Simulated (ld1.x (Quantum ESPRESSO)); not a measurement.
**Run report: O, pseudopotential generation (part 2 of 2)**

Continued. System: oxygen (O, Z = 8), core [He], reference valence 2s2 2p4, valence charge 6. Method: TM potential, LDA (PZ), scalar-relativistic, made with ld1.x (Quantum ESPRESSO) 7.5.

### Output of the test run (extracts), continued
```
     ---------------------- Testing the pseudopotential ----------------------

     O
     scalar relativistic calculation

     atomic number is  8.00   valence charge is  6.00
     dft =PZ   lsd =0 sic =0 latt =0  beta=0.20 tr2=1.0E-14
     mesh =1095 r(mesh) =  99.04343 xmin = -7.00 dx = 0.01250

     n l     nl             e AE (Ry)        e PS (Ry)    De AE-PS (Ry)
     1 0     2S   1( 2.00)       -7.51559       -7.29150       -0.22410  !
     2 1     2P   1( 0.00)       -6.56055       -6.09295       -0.46760  !

     eps = 3.0E-18  iter =  7

     Etot =    -135.731038 Ry,     -67.865519 Ha,   -1846.714846 eV
     Etotps =   -17.837476 Ry,      -8.918738 Ha,    -242.691231 eV
     dEtot_ae =      13.318751 Ry
     dEtot_ps =      12.764454 Ry,   Delta E=       0.554297 Ry

     Ekin =       4.645654 Ry,       2.322827 Ha,      63.207349 eV
     Encl =     -23.158660 Ry,     -11.579330 Ha,    -315.089617 eV
     Ehrt =       3.808702 Ry,       1.904351 Ha,      51.820029 eV
     Ecxc =      -1.894790 Ry,      -0.947395 Ha,     -25.779935 eV
     (Ecc =      -0.007535 Ry,      -0.003767 Ha,      -0.102515 eV)
     Epseu=      -1.238383 Ry,      -0.619191 Ha,     -16.849058 eV

     ---------------------- End of pseudopotential test ----------------------

     ---------------------- Testing the pseudopotential ----------------------

     O
     scalar relativistic calculation

     atomic number is  8.00   valence charge is  6.00
     dft =PZ   lsd =1 sic =0 latt =0  beta=0.20 tr2=1.0E-14
     mesh =1095 r(mesh) =  99.04343 xmin = -7.00 dx = 0.01250

     n l     nl             e AE (Ry)        e PS (Ry)    De AE-PS (Ry)
     1 0     2S   1( 1.00)       -1.82991       -1.83584        0.00593  !
     2 1     2P   1( 3.00)       -0.75735       -0.75862        0.00127
     1 0     2S   2( 1.00)       -1.61232       -1.60609       -0.00623  !
     2 1     2P   2( 1.00)       -0.54973       -0.55050        0.00077

     eps = 7.3E-15  iter = 16

     Etot =    -149.153353 Ry,     -74.576676 Ha,   -2029.334747 eV
     Etotps =   -30.705506 Ry,     -15.352753 Ha,    -417.769690 eV
     dEtot_ae =      -0.103564 Ry
     dEtot_ps =      -0.103575 Ry,   Delta E=       0.000011 Ry

     Ekin =      18.476680 Ry,       9.238340 Ha,     251.388040 eV
     Encl =     -60.564736 Ry,     -30.282368 Ha,    -824.025216 eV
     Ehrt =      26.363922 Ry,      13.181961 Ha,     358.699439 eV
     Ecxc =      -6.297760 Ry,      -3.148880 Ha,     -85.685397 eV
     (Ecc =      -0.007535 Ry,      -0.003767 Ha,      -0.102515 eV)
     Epseu=      -8.683612 Ry,      -4.341806 Ha,    -118.146556 eV

     ---------------------- End of pseudopotential test ----------------------

     ---------------------- Testing the pseudopotential ----------------------

     O
     scalar relativistic calculation

     atomic number is  8.00   valence charge is  6.00
     dft =PZ   lsd =1 sic =0 latt =0  beta=0.20 tr2=1.0E-14
     mesh =1095 r(mesh) =  99.04343 xmin = -7.00 dx = 0.01250

     n l     nl             e AE (Ry)        e PS (Ry)    De AE-PS (Ry)
     1 0     2S   1( 1.00)       -3.02385       -3.03381        0.00996  !
     2 1     2P   1( 3.00)       -1.93787       -1.92118       -0.01669  !
     1 0     2S   2( 1.00)       -2.62560       -2.61075       -0.01485  !
     2 1     2P   2( 0.00)       -1.53581       -1.51958       -0.01623  !

     eps = 3.3E-15  iter =  9

     Etot =    -148.125761 Ry,     -74.062881 Ha,   -2015.353650 eV
     Etotps =   -29.682876 Ry,     -14.841438 Ha,    -403.856098 eV
     dEtot_ae =       0.924028 Ry
     dEtot_ps =       0.919055 Ry,   Delta E=       0.004973 Ry

     Ekin =      16.899700 Ry,       8.449850 Ha,     229.932134 eV
     Encl =     -53.047589 Ry,     -26.523794 Ha,    -721.749210 eV
     Ehrt =      20.003972 Ry,      10.001986 Ha,     272.167900 eV
     Ecxc =      -5.604491 Ry,      -2.802245 Ha,     -76.252980 eV
     (Ecc =      -0.007535 Ry,      -0.003767 Ha,      -0.102515 eV)
     Epseu=      -7.934468 Ry,      -3.967234 Ha,    -107.953941 eV

     ---------------------- End of pseudopotential test ----------------------
```

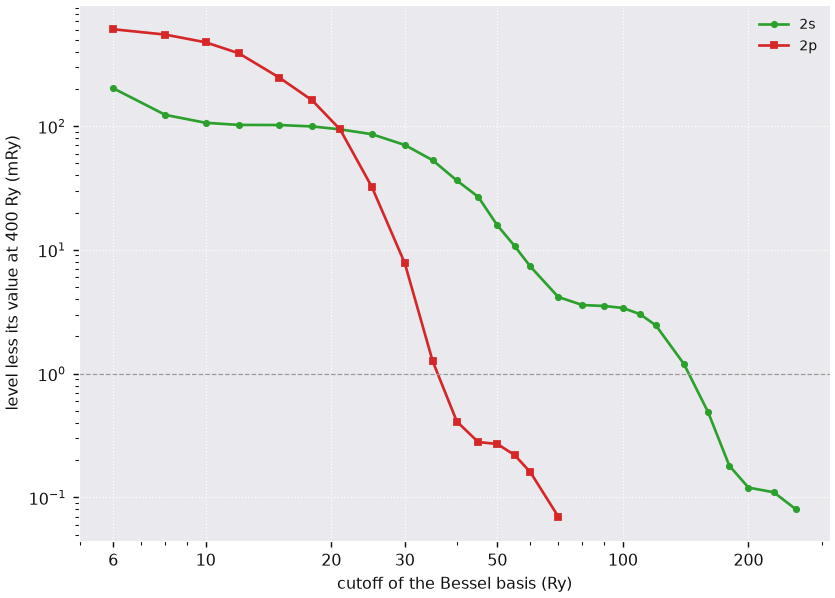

Figure 1. The pseudo-atom Hamiltonian at the reference potential is diagonalised in spherical Bessel functions (20 bohr box) up to the cutoff. Curves: distance of each valence level from its value at 400 Ry.

- Cutoffs from which each level stays within 1 mRy: 2s: 160 Ry; 2p: 40 Ry.
- Cutoffs for 10 and 1 mRy in the occupation-weighted sum of levels: 70 Ry and 160 Ry, on the ladder of cutoffs that was run.
- Hardest occupied shell: 2s: its level needs 160 Ry to come within 1 mRy, against 40 Ry for 2p.

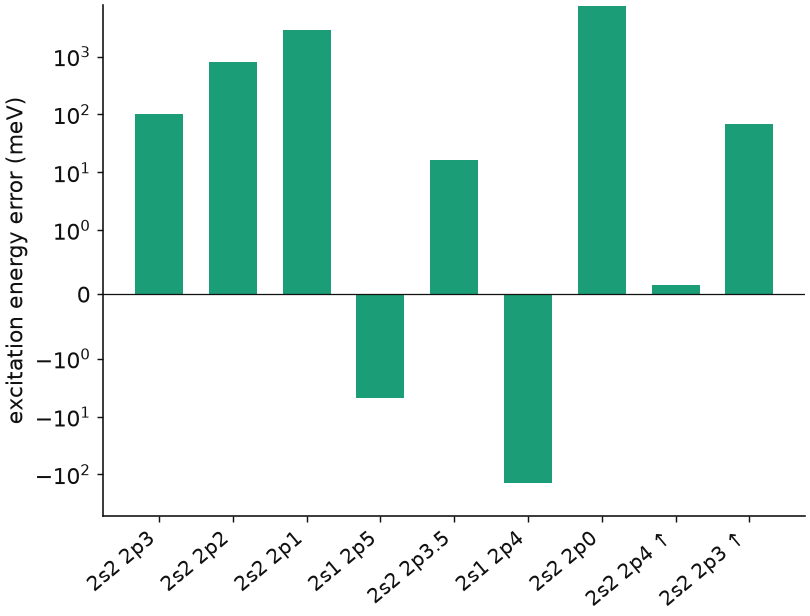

Figure 2. Errors, all-electron minus pseudo, of the energies of valence configurations relative to the unpolarised reference 2s2 2p4. An arrow marks spin-polarised runs filled by Hund’s rule.

- Worst configuration: 2s2 2p0 (charge +4): the error is +7542 meV on an all-electron energy of +181.21 eV relative to the reference, or 4.2 %.
- Configurations within 10 meV and within 50 meV: 2 and 3 of 9.
- Errors in meV: 2s2 2p3: +103; 2s2 2p2: +791; 2s2 2p1: +2893; 2s1 2p5: -4.7; 2s2 2p3.5: +17; 2s1 2p4: -139; 2s2 2p0: +7542; 2s2 2p4 ↑: +0.1; 2s2 2p3 ↑: +68.

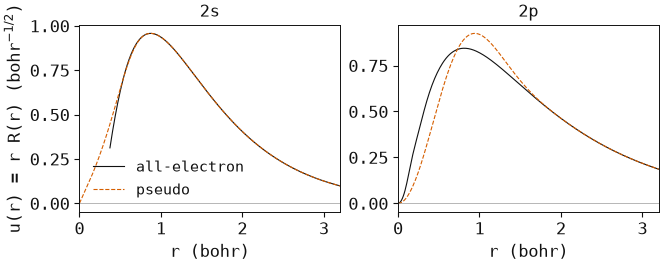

Figure 3. All-electron valence functions (solid) with their pseudo partners (dashed). The innermost oscillations of some all-electron curves aren't drawn. Reference configuration 2s2 2p4.

- Matching radii: 2s at 0.90 bohr; 2p at 2.10 bohr. The curves merge smoothly, so the plot gives these only roughly.
- Nodes of the pseudo-waves: 2s has no node; 2p has no node.

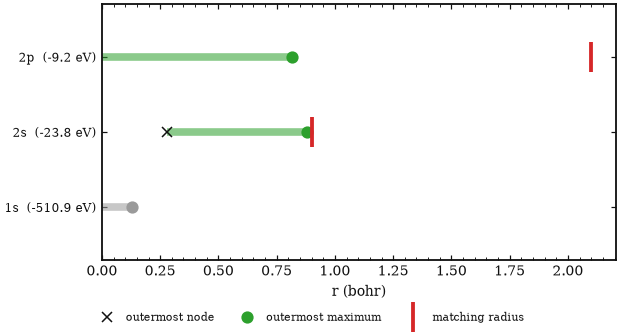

Figure 4. Outer shells of the all-electron reference atom: each bar runs from the outermost node (or the nucleus) to the outermost maximum of u(r); the tick is the radius chosen for the pseudo-wave. Shells without a tick have no pseudo-wave of their own. Levels, nodes and maxima are from ld1.x, scalar-relativistic.

- Radii against the shells: 2s: 0.90 bohr, outside the maximum; 2p: 2.10 bohr, outside the maximum.

### Results in brief

- outcome: generated
- cutoffs needed: 70 Ry and 160 Ry (the cutoffs, on a coarse ladder, from which the occupation-weighted sum of valence levels, in a spherical-Bessel basis at the reference potential, stays within 10 and 1 mRy of its value at 400 Ry); ghost states and empty shells don't enter this sum
- ghost test: no ghost state below the valence levels in the s, p, d, f channels (spherical-Bessel basis up to 400 Ry, 20 bohr box)
- largest excitation error: +7542 meV (all-electron minus pseudo) for 2s2 2p0, out of 7 test configurations
- range over which the phases arctan(r u′/u) at the test radius agree within 0.05 rad (a looser test near the poles than one of phase shifts): s: up to about 0.6 Ry; p: up to about 1.0 Ry; d: up to about 4.5 Ry
- wall time: 0.97 s

### Remarks

An excitation error of 7542 meV in its own tests makes this a poorly transferable potential.
